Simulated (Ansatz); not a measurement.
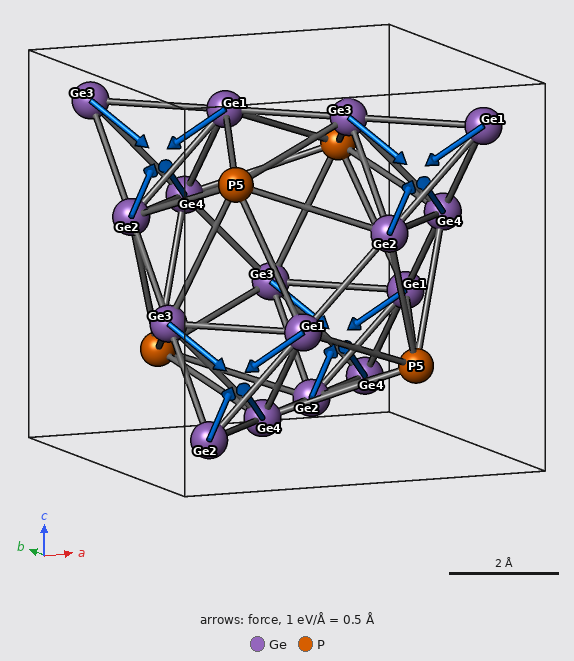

Starting geometry of solid Ge₄P (a generated structure, set up in F-43m) (coarse preliminary run) with the computed forces as blue arrows. The picture is a ball-and-stick view of the conventional cell (4 times the calculation's cell), seen slightly off an axis. Lengths and directions refer to the drawn axes.

Method: DFT PBE, scalar-relativistic, plane waves, PAW (Ansatz). Settings: plane-wave cutoff 420 eV; k-point mesh 4 × 4 × 4; occupations gaussian; smearing width 0.1 eV; no spin polarisation; cell and atoms relaxed; force threshold 0.04 eV/Å; at most 70 steps.

### What follows when this structure is relaxed?

It isn't relaxed: the largest force vector, on Ge atoms, is 2.86 eV/Å. The atoms end up moving mostly along the starting forces (cosine between the two patterns 1.00). The largest moves relative to the cell, 0.078 Å, are those of Ge1, Ge2, Ge3 and Ge4. Ge1 goes along [−1 1 −1]. P stays in place. Cell: a = b = c 7.226 → 7.673 Å (+6.2 %). Volume +19.7 %. Some distances before and after: Ge1–Ge2 2.444 → 2.722 Å, Ge1–P5 2.985 → 3.182 Å, Ge1–Ge2 (another image) 2.666 → 2.704 Å. The space group stays F-43m (No. 216). The energy falls by 235 meV per atom in 3 accepted moves (4 points after the start). Largest force component: 1.7 eV/Å at the start, 0.002 eV/Å at the end. The pressure goes from 17.13 to 0.16 GPa. The SCF was repeated once at an unchanged geometry on a basis and grid sized afresh for the cell, which shifted the energy by 1.7 meV per atom at most.
